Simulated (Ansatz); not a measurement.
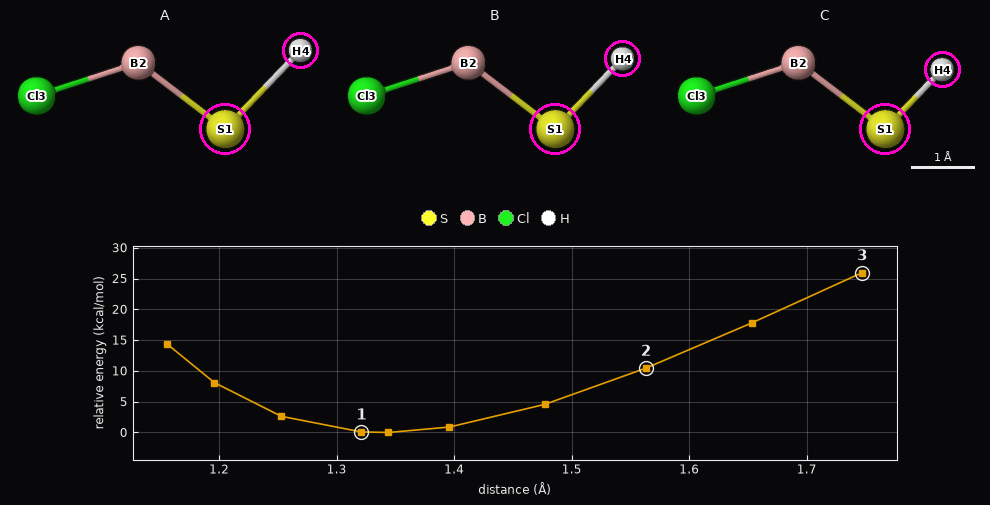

Energy scan for BHSCl (multiplicity 2), in which the S1–H4 distance is varied, with the rest of the molecule carried along rigidly. The frames are shuffled; the numbered points of the plot belong to them. A ball-and-stick model, seen face on. The ringed atoms are those of the scanned coordinate.

Single-point energies from Ansatz with CCSD(T) in the def2-TZVPP basis, on geometries moved rigidly from the minimum at PBE0-D4/def2-TZVP. Coupled cluster with a frozen core. Energies are counted from the PBE0-D4/def2-TZVP minimum geometry at the same level.

Which frame belongs to which numbered point?

Point 1 is frame C (the distance 1.321 Å, 0.1 kcal/mol); 2 is frame B (the distance 1.563 Å, 10.4 kcal/mol); 3 is frame A (the distance 1.747 Å, 25.9 kcal/mol). Of the computed points the lowest is at the distance 1.344 Å, 0.0 kcal/mol. The curvature at the lowest point is about 26 eV/Å² (4.2 mdyn/Å). The well is steeper on the short side, as for any bond.
